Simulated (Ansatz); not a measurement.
A computed series for SrO: thickness series

Start from SrO in the rock salt structure (space group Fm-3m, No. 225).

```
CELL_PARAMETERS angstrom
      0.00000     2.57997     2.57997
      2.57997     0.00000     2.57997
      2.57997     2.57997     0.00000
ATOMIC_POSITIONS crystal
  O  0.00000 0.00000 0.00000
  Sr 0.50000 0.50000 0.50000
```

Cartesian axes are those of the cell as printed.

Free-standing slabs (2 atom(s) a layer) normal to the z axis with 15 Å of vacuum; in-plane cell held at bulk.

Level of theory: Ansatz (a quantum-chemistry and plane-wave program) r2SCAN, scalar-relativistic without spin-orbit coupling.

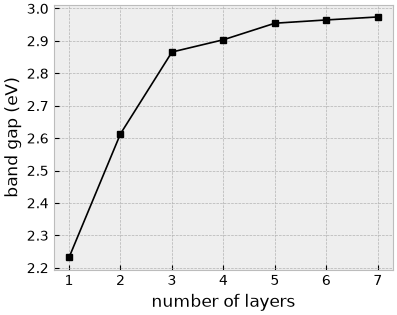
Fig. 1. Band gap against number of layers

Task: From the plot, what is the band gap for 4 layers?

Result: About 2.90 eV.

Task: Is the trend monotonic over the range shown?

Result: Yes, it rises throughout, spanning 2.23 eV to 2.97 eV.

Stability against distortions was not tested.
